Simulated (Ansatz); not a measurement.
# AlN₂H (triplet): correlated methods under varied settings

Aim: run AlN₂H (triplet) at one geometry under a spread of methods and options, and see what each costs and gives.

Program: Ansatz 0.2.0, Gaussian basis. Level of theory: the settings change from run to run. These are calculated values, not measurements.

26 further runs of the same task are left out: 6 for a known fault of the program, 12 that didn't finish, 8 set aside as unsound or not needed.

### 1 The geometry

The geometry is a PBE0/def2-TZVP stationary point (not a proven minimum).

4 atoms, charge 0, spin multiplicity 3.

Atoms are counted from 1 here; the program's logs count them from 0.

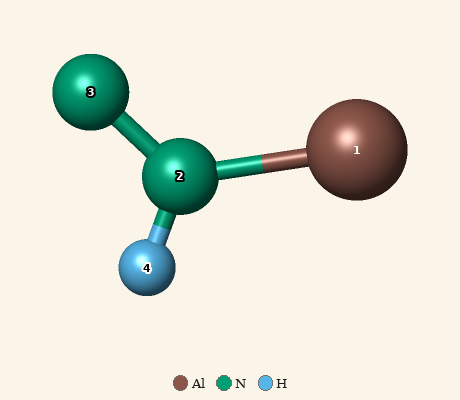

The structure; aluminium brown, nitrogen teal, hydrogen blue; atoms are numbered from 1 in the order of the file.

### 2 HF/6-31G*

File in.yaml:

```yaml
crystal:
  periodic: [false, false, false]
  atoms:
    - {symbol: Al, position_ang: [0.000000, -0.079269, 1.203465]}
    - {symbol: N, position_ang: [0.000000, 0.413422, -0.609656]}
    - {symbol: N, position_ang: [0.000000, -0.362251, -1.647435]}
    - {symbol: H, position_ang: [0.000000, 1.410865, -0.850200]}
basis:
  gaussian: {orbitals: "6-31G*"}
magnetization: {spin_polarized: true, initial_magnetization: 2}
hamiltonian: {xc: hf}
output: {orbitals: {seedname: orbitals}}
```

Command:

```
$ ansatz run in.yaml --threads 1 --pin off --events-out ev --progress --plain --max-ram 2393MiB
```

Output:

```text
Functional definition: HF
  name "HF"
  cite "Fock, Z. Phys. 61, 126 (1930) doi:10.1007/BF01340294"
  parent pbe
  exchange = exact_x
  correlation = 0
471 factors; integrals over basis functions are off by at most 8.5e-4 eV
mean field evaluation 1: about -9556.8660 eV, gradient 1.8e1 eV
mean field evaluation 2: about -9556.9025 eV, gradient 1.8e1 eV
mean field evaluation 4: about -9559.7690 eV, gradient 3.3e0 eV
mean field evaluation 8: about -9560.0112 eV, gradient 3.1e-1 eV
mean field evaluation 16: about -9560.0156 eV, gradient 2.2e-5 eV
mean field evaluation 32: about -9559.3276 eV, gradient 3.2e0 eV
mean field evaluation 64: about -9559.9879 eV, gradient 2.7e-1 eV
mean field evaluation 96: about -9559.9174 eV, gradient 1.4e0 eV
mean field evaluation 128: about -9550.7856 eV, gradient 5.7e0 eV
mean field -9560.01558510 eV, -351.3240927411 hartree, gradient 9.6e-6 eV, S^2 2.049485; 3 other end points of the search recorded, 0 dependent functions left out
reference -9560.01558510 eV, -351.3240927411 hartree; 15, 13 occupied and 36, 38 virtual orbitals, 471 factors
Total energy: -9560.01558510 eV, -351.3240927411 hartree
```

Run time: 7 s. Hardware: 1 thread of Intel Xeon at 2.50GHz, shared host.

From the report: ⟨S²⟩ of the determinant 2.049 (pure triplet: 2.00).

### 3 MRCISD+Q(relaxed)(2,6)/6-31G

Edit in.yaml of step 2 so:

```diff
@@ -8,5 +8,4 @@
 basis:
-  gaussian: {orbitals: "6-31G*"}
-magnetization: {spin_polarized: true, initial_magnetization: 2}
-hamiltonian: {xc: hf}
-output: {orbitals: {seedname: orbitals}}
+  gaussian: {orbitals: 6-31G}
+magnetization: {spin_polarized: false, initial_magnetization: 2}
+correlation: {method: fic_mrcisd_q_relaxed, electrons: valence, active_space: {window: {electrons: 2, orbitals: 6}}}
```

Launched as before.

Output, shortened:

```text
Functional definition: HF
  name "HF"
  cite "Fock, Z. Phys. 61, 126 (1930) doi:10.1007/BF01340294"
  parent pbe
[...]
439 factors; integrals over basis functions are off by at most 2.6e-4 eV
[...]
mean field -9558.52858523 eV, -351.2694465038 hartree, gradient 2.9e-6 eV, S^2 2.000000; 4 other end points of the search recorded, 0 dependent functions left out
reference -9558.52858523 eV, -351.2694465038 hartree; 15, 13 occupied and 18, 20 virtual orbitals, 439 factors
state -9558.63667689 eV, -351.2734187989 hartree
contracted CI cycle   1: correlation 0.00000000 eV, 0.0000000000 hartree, residual 2.01e1 eV
contracted CI cycle   2: correlation -5.15714911 eV, -0.1895217342 hartree, residual 4.26e0 eV
contracted CI cycle   3: correlation -5.50446387 eV, -0.2022853163 hartree, residual 1.46e0 eV
contracted CI cycle   4: correlation -5.55420317 eV, -0.2041132019 hartree, residual 7.21e-1 eV
contracted CI cycle   5: correlation -5.56555263 eV, -0.2045302869 hartree, residual 3.74e-1 eV
contracted CI cycle   6: correlation -5.56871867 eV, -0.2046466365 hartree, residual 1.80e-1 eV
contracted CI cycle   7: correlation -5.56945167 eV, -0.2046735738 hartree, residual 8.66e-2 eV
contracted CI cycle   8: correlation -5.56962916 eV, -0.2046800964 hartree, residual 4.31e-2 eV
contracted CI cycle   9: correlation -5.56966864 eV, -0.2046815471 hartree, residual 2.15e-2 eV
contracted CI cycle  10: correlation -5.56967802 eV, -0.2046818921 hartree, residual 1.02e-2 eV
contracted CI cycle  11: correlation -5.56968032 eV, -0.2046819767 hartree, residual 4.59e-3 eV
contracted CI cycle  12: correlation -5.56968077 eV, -0.2046819930 hartree, residual 2.12e-3 eV
contracted CI cycle  13: correlation -5.56968086 eV, -0.2046819965 hartree, residual 1.05e-3 eV
state -9558.63667689 eV, -351.2734187989 hartree; corrected -9564.81713052 eV, -351.5005462807 hartree
WARN: 2 active orbitals are nearly empty or full. The corrections depend on them more than the energy does, and are more stable in an active space without them
Total energy: -9564.81713052 eV, -351.5005462807 hartree
```

It took 19 s on 1 thread of Intel Xeon at 2.50GHz, shared host.

From the report: 18 determinants; active occupations 1.00, 1.00, 0.00, 0.00, 0.00, 0.00. The report marks this result as in doubt.

### 4 CCSD/def2-SVP

File in.yaml:

```yaml
crystal:
  periodic: [false, false, false]
  atoms:
    - {symbol: Al, position_ang: [0.000000, -0.079269, 1.203465]}
    - {symbol: N, position_ang: [0.000000, 0.413422, -0.609656]}
    - {symbol: N, position_ang: [0.000000, -0.362251, -1.647435]}
    - {symbol: H, position_ang: [0.000000, 1.410865, -0.850200]}
basis:
  gaussian: {orbitals: def2-SVP}
magnetization: {spin_polarized: true, initial_magnetization: 2}
hamiltonian: {xc: {name: B3LYP}}
correlation: {method: ccsd, electrons: valence}
```

Launched as before.

Output, shortened:

```text
Functional definition: B3LYP
  name "B3LYP"
  cite "Stephens, Devlin, Chabalowski & Frisch, J. Phys. Chem. 98, 11623 (1994) doi:10.1021/j100096a001"
  cite "Becke, Phys. Rev. A 38, 3098 (1988) doi:10.1103/PhysRevA.38.3098"
  cite "Lee, Yang & Parr, Phys. Rev. B 37, 785 (1988) doi:10.1103/PhysRevB.37.785"
  cite "Vosko, Wilk & Nusair, Can. J. Phys. 58, 1200 (1980) doi:10.1139/p80-159"
[...]
495 factors; integrals over basis functions are off by at most 1.4e-3 eV
[...]
mean field -9586.34244525 eV, -352.2915870067 hartree, gradient 4.2e-6 eV, S^2 2.009407; 0 other end points of the search recorded, 0 dependent functions left out
7 core orbitals not correlated: weight in the atoms' cores, before any rotation towards them, 1.000 or more for the frozen orbitals, at most 0.000 for the correlated occupied ones
reference -9555.18901618 eV, -351.1467196048 hartree; 8, 6 occupied and 36, 38 virtual orbitals, 495 factors
second order -9.35677357 eV of doubles, -0.39722843 eV of singles
cycle   1  -9.61766971 eV  change    1.4e-1 eV  update   9.8e-2
[...]
cycle  12  -10.05956180 eV  change    1.2e-5 eV  update   1.2e-5
Total energy: -9565.24857798 eV, -351.5164016824 hartree
```

It took 12 s on 1 thread of Intel Xeon at 2.50GHz, shared host.

From the report: ⟨S²⟩ of the determinant 2.009 (pure triplet: 2.00); correlation -10.0596 eV; T1 0.019; largest double amplitude 0.12. The orbitals are Kohn-Sham ones, so correlation energy and T1 don't compare with those on Hartree-Fock orbitals.

### 5 NEVPT4(SD)(8,6)/STO-3G

Edit in.yaml of step 4 so:

```diff
@@ -8,5 +8,5 @@
 basis:
-  gaussian: {orbitals: def2-SVP}
-magnetization: {spin_polarized: true, initial_magnetization: 2}
-hamiltonian: {xc: {name: B3LYP}}
-correlation: {method: ccsd, electrons: valence}
+  gaussian: {orbitals: STO-3G}
+magnetization: {spin_polarized: false, initial_magnetization: 2}
+correlation: {method: fic_nevpt4_sd, electrons: valence, active_space: {window: {electrons: 8, orbitals: 6}}}
+accuracy: high
```

The command is unchanged.

Output, shortened:

```text
Functional definition: HF
  name "HF"
  cite "Fock, Z. Phys. 61, 126 (1930) doi:10.1007/BF01340294"
  parent pbe
[...]
353 factors; integrals over basis functions are off by at most 3.2e-9 eV
[...]
mean field -9442.90176964 eV, -347.0202394055 hartree, gradient 2.1e-8 eV, S^2 2.000000; 2 other end points of the search recorded, 0 dependent functions left out
reference -9442.90176964 eV, -347.0202394055 hartree; 15, 13 occupied and 5, 7 virtual orbitals, 353 factors
state -9443.82640187 eV, -347.0542190132 hartree
state -9443.82640187 eV, -347.0542190132 hartree; corrected -9445.96131600 eV, -347.1326756603 hartree
state -9443.33462586 eV, -347.0361465784 hartree
state -9443.33462586 eV, -347.0361465784 hartree; corrected -9445.91831286 eV, -347.1310953243 hartree
state -9443.82640187 eV, -347.0542190132 hartree; corrected -9445.96131600 eV, -347.1326756603 hartree
Total energy: -9445.96131600 eV, -347.1326756603 hartree
```

It took 4.7 s on 1 thread of Intel Xeon at 2.50GHz, shared host.

From the report: 112 determinants; active occupations 2.00, 1.99, 1.98, 1.01, 1.00, 0.03.

### 6 CCSD(T)/cc-pVDZ

File in.yaml:

```yaml
crystal:
  periodic: [false, false, false]
  atoms:
    - {symbol: Al, position_ang: [0.000000, -0.079269, 1.203465]}
    - {symbol: N, position_ang: [0.000000, 0.413422, -0.609656]}
    - {symbol: N, position_ang: [0.000000, -0.362251, -1.647435]}
    - {symbol: H, position_ang: [0.000000, 1.410865, -0.850200]}
basis:
  gaussian: {orbitals: cc-pVDZ}
magnetization: {spin_polarized: true, initial_magnetization: 2}
hamiltonian: {xc: {name: PBE}}
correlation: {method: ccsd_t, electrons: outside_noble_gas, diis_vectors: 2}
```

Same command.

Output, shortened:

```text
Functional definition: PBE
  name "PBE"
  cite "Perdew, Burke & Ernzerhof, Phys. Rev. Lett. 77, 3865 (1996) doi:10.1103/PhysRevLett.77.3865"
  parent pbe
[...]
498 factors; integrals over basis functions are off by at most 1.4e-3 eV
[...]
mean field -9583.33566575 eV, -352.1810898980 hartree, gradient 2.4e-6 eV, S^2 2.008489; 7 other end points of the search recorded, 0 dependent functions left out
7 core orbitals not correlated: weight in the atoms' cores, before any rotation towards them, 1.000 or more for the frozen orbitals, at most 0.000 for the correlated occupied ones
reference -9559.50448834 eV, -351.3053102816 hartree; 8, 6 occupied and 36, 38 virtual orbitals, 498 factors
second order -9.77766118 eV of doubles, -0.58793901 eV of singles
cycle   1  -10.01296789 eV  change    3.6e-1 eV  update   1.1e-1
[...]
cycle  17  -10.56832101 eV  change    1.3e-6 eV  update   1.2e-5
perturbative correction -0.37342647 eV, -0.0137231697 hartree
Total energy: -9570.44623582 eV, -351.7074120851 hartree
```

Run time: 18 s. Hardware: 1 thread of Intel Xeon at 2.50GHz, shared host.

From the report: ⟨S²⟩ of the determinant 2.008 (pure triplet: 2.00); correlation -10.9417 eV; T1 0.036; largest double amplitude 0.11. The orbitals are Kohn-Sham ones, so correlation energy and T1 don't compare with those on Hartree-Fock orbitals.

### 7 BCCD on UHF/STO-3G

Edit in.yaml of step 6 so:

```diff
@@ -8,5 +8,6 @@
 basis:
-  gaussian: {orbitals: cc-pVDZ}
+  gaussian: {orbitals: STO-3G}
 magnetization: {spin_polarized: true, initial_magnetization: 2}
-hamiltonian: {xc: {name: PBE}}
-correlation: {method: ccsd_t, electrons: outside_noble_gas, diis_vectors: 2}
+correlation: {method: bccd, electrons: valence}
+accuracy: high
+output: {forces: true}
```

Launched as before.

Output, shortened:

```text
Functional definition: HF
  name "HF"
  cite "Fock, Z. Phys. 61, 126 (1930) doi:10.1007/BF01340294"
  parent pbe
[...]
353 factors; integrals over basis functions are off by at most 3.2e-9 eV
[...]
mean field -9442.99929807 eV, -347.0238235091 hartree, gradient 1.8e-8 eV, S^2 2.008040; 2 other end points of the search recorded, 0 dependent functions left out
7 core orbitals not correlated: weight in the atoms' cores, before any rotation towards them, 1.000 or more for the frozen orbitals, at most 0.000 for the correlated occupied ones
reference -9442.99929807 eV, -347.0238235091 hartree; 8, 6 occupied and 5, 7 virtual orbitals, 353 factors
second order -2.25580923 eV of doubles, -0.00000000 eV of singles
cycle   1  -2.70960641 eV  change   -4.5e-1 eV  update   8.1e-2
[...]
cycle  28  -3.03969152 eV  change    1.1e-9 eV  update   1.3e-9
[...]
Total energy: -9446.03898958 eV, -347.1355301119 hartree
Atom 0 at     0.000000    -0.079269     1.203465 Å, force     0.000000     0.152023    -0.740140 eV/Å
Atom 1 at     0.000000     0.413422    -0.609656 Å, force    -0.000000     2.411196     7.237603 eV/Å
Atom 2 at     0.000000    -0.362251    -1.647435 Å, force    -0.000000    -4.372961    -5.918771 eV/Å
Atom 3 at     0.000000     1.410865    -0.850200 Å, force     0.000000     1.809742    -0.578692 eV/Å
Dipole moment:     0.000000     0.235793     0.749101 e Å
```

Run time: 3.4 s. Hardware: 1 thread of Intel Xeon at 2.50GHz, shared host.

From the report: ⟨S²⟩ of the determinant 2.008 (pure triplet: 2.00); correlation -3.0397 eV; largest double amplitude 0.11.

### 8 CCSDT(Q)/STO-3G

Edit in.yaml of step 7 so:

```diff
@@ -10,4 +10,3 @@
 magnetization: {spin_polarized: true, initial_magnetization: 2}
-correlation: {method: bccd, electrons: valence}
-accuracy: high
-output: {forces: true}
+hamiltonian: {xc: {name: PBE}}
+correlation: {method: ccsdt_q, electrons: valence}
```

Launched as before.

Output, shortened:

```text
Functional definition: PBE
  name "PBE"
  cite "Perdew, Burke & Ernzerhof, Phys. Rev. Lett. 77, 3865 (1996) doi:10.1103/PhysRevLett.77.3865"
  parent pbe
[...]
349 factors; integrals over basis functions are off by at most 2.9e-8 eV
[...]
mean field -9463.13842626 eV, -347.7639228196 hartree, gradient 2.8e-6 eV, S^2 2.002700; 1 other end points of the search recorded, 0 dependent functions left out
7 core orbitals not correlated: weight in the atoms' cores, before any rotation towards them, 0.999 or more for the frozen orbitals, at most 0.000 for the correlated occupied ones
reference -9441.90953306 eV, -346.9837753839 hartree; 8, 6 occupied and 5, 7 virtual orbitals, 349 factors
second order -3.01556936 eV of doubles, -0.55184176 eV of singles
cycle   1  -3.65595421 eV  change   -9.3e-2 eV  update   8.9e-2
[...]
cycle  17  -4.10242433 eV  change   -7.1e-7 eV  update   1.6e-6
perturbative correction -0.00606105 eV, -0.0002227394 hartree
Total energy: -9446.01801844 eV, -347.1347594368 hartree
```

It took 12 s on 1 thread of Intel Xeon at 2.50GHz, shared host.

From the report: ⟨S²⟩ of the determinant 2.003 (pure triplet: 2.00); correlation -4.1085 eV; T1 0.037; largest double amplitude 0.10. The orbitals are Kohn-Sham ones, so correlation energy and T1 don't compare with those on Hartree-Fock orbitals.

### 9 MP2 on UHF/cc-pVDZ

Edit in.yaml of step 8 so:

```diff
@@ -8,5 +8,6 @@
 basis:
-  gaussian: {orbitals: STO-3G}
+  gaussian: {orbitals: cc-pVDZ}
 magnetization: {spin_polarized: true, initial_magnetization: 2}
-hamiltonian: {xc: {name: PBE}}
-correlation: {method: ccsdt_q, electrons: valence}
+correlation: {method: mp2, electrons: outside_noble_gas}
+accuracy: high
+output: {forces: true}
```

Launched as before.

Output, shortened:

```text
Functional definition: HF
  name "HF"
  cite "Fock, Z. Phys. 61, 126 (1930) doi:10.1007/BF01340294"
  parent pbe
[...]
1126 factors; integrals over basis functions are off by at most 3.0e-9 eV
[...]
mean field -9560.69602489 eV, -351.3490984423 hartree, gradient 3.7e-8 eV, S^2 2.059843; 4 other end points of the search recorded, 0 dependent functions left out
7 core orbitals not correlated: weight in the atoms' cores, before any rotation towards them, 1.000 or more for the frozen orbitals, at most 0.000 for the correlated occupied ones
reference -9560.69602489 eV, -351.3490984423 hartree; 8, 6 occupied and 36, 38 virtual orbitals, 1126 factors
second order -8.56838424 eV of doubles, -0.00000000 eV of singles
[...]
Total energy: -9569.26440913 eV, -351.6639807551 hartree
Atom 0 at     0.000000    -0.079269     1.203465 Å, force    -0.000000    -0.086318     0.554904 eV/Å
Atom 1 at     0.000000     0.413422    -0.609656 Å, force     0.000000     0.627845     1.072839 eV/Å
Atom 2 at     0.000000    -0.362251    -1.647435 Å, force    -0.000000    -0.939645    -1.477540 eV/Å
Atom 3 at     0.000000     1.410865    -0.850200 Å, force     0.000000     0.398117    -0.150202 eV/Å
Dipole moment:     0.000000     0.365310     0.189871 e Å
```

It took 11 s on 1 thread of Intel Xeon at 2.50GHz, shared host.

From the report: ⟨S²⟩ of the determinant 2.060 (pure triplet: 2.00).

### 10 CCSDT(Q)/B on ROHF/STO-3G

Edit in.yaml of step 9 so:

```diff
@@ -8,6 +8,4 @@
 basis:
-  gaussian: {orbitals: cc-pVDZ}
-magnetization: {spin_polarized: true, initial_magnetization: 2}
-correlation: {method: mp2, electrons: outside_noble_gas}
-accuracy: high
-output: {forces: true}
+  gaussian: {orbitals: STO-3G}
+magnetization: {spin_polarized: false, initial_magnetization: 2}
+correlation: {method: ccsdt_q_b, electrons: outside_noble_gas}
```

Same command.

Output, shortened:

```text
Functional definition: HF
  name "HF"
  cite "Fock, Z. Phys. 61, 126 (1930) doi:10.1007/BF01340294"
  parent pbe
[...]
349 factors; integrals over basis functions are off by at most 2.9e-8 eV
[...]
mean field -9442.90176964 eV, -347.0202394054 hartree, gradient 1.8e-6 eV, S^2 2.000000; 2 other end points of the search recorded, 0 dependent functions left out
[...]
7 core orbitals not correlated: weight in the atoms' cores, before any rotation towards them, 1.000 or more for the frozen orbitals, at most 0.000 for the correlated occupied ones
reference -9442.90176964 eV, -347.0202394054 hartree; 8, 6 occupied and 5, 7 virtual orbitals, 349 factors
second order -2.28343567 eV of doubles, -0.05622931 eV of singles
cycle   1  -2.79028441 eV  change   -4.5e-1 eV  update   8.5e-2
[...]
cycle  21  -3.23116452 eV  change    5.8e-8 eV  update   1.3e-6
perturbative correction -0.00269528 eV, -0.0000990497 hartree
Total energy: -9446.13562943 eV, -347.1390815610 hartree
```

Wall time 9.5 s (1 thread of Intel Xeon at 2.50GHz, shared host).

From the report: correlation -3.2339 eV; T1 0.024; largest double amplitude 0.11.

### 11 The runs in one table

Where basis and cores are those of an earlier UCCSDT(Q)/cc-pVDZ run (-9570.5996 eV), and the state is the same kind, the miss against it is given. † marks a result that the program doubts.

| level | correlated | functions | energy (eV) | from UCCSDT(Q) (meV) | time |
| --- | --- | --- | --- | --- | --- |
| HF/6-31G* |  | 51 | -9560.0156 |  | 7 s |
| MRCISD+Q(relaxed)(2,6)/6-31G † | valence | 33 | -9564.8171 |  | 19 s |
| CCSD/def2-SVP (on B3LYP orbitals) | valence | 51 | -9565.2486 |  | 12 s |
| NEVPT4(SD)(8,6)/STO-3G | valence | 20 | -9445.9613 |  | 4.7 s |
| CCSD(T)/cc-pVDZ (on PBE orbitals) | outside noble gas | 51 | -9570.4462 | 153.4 | 18 s |
| BCCD on UHF/STO-3G | valence | 20 | -9446.0390 |  | 3.4 s |
| CCSDT(Q)/STO-3G (on PBE orbitals) | valence | 20 | -9446.0180 |  | 12 s |
| MP2 on UHF/cc-pVDZ | outside noble gas | 51 | -9569.2644 | 1335.2 | 11 s |
| CCSDT(Q)/B on ROHF/STO-3G | outside noble gas | 20 | -9446.1356 |  | 9.5 s |

### 12 What came out

| quantity | value |
| --- | --- |
| runs | 9 |
| quickest | BCCD on UHF/STO-3G, 3.4 s |
| slowest | MRCISD+Q(relaxed)(2,6)/6-31G †, 19 s |

Total energies in different bases, with other cores or another treatment of relativity can't be set against each other. MRCISD+Q(relaxed)(2,6)/6-31G † took 6 times as long as BCCD on UHF/STO-3G; the jobs differ in more than the method. Among the correlated runs with a miss given, it spans +153 to +1335 meV. Cores frozen from Kohn-Sham orbitals shift the total energy.
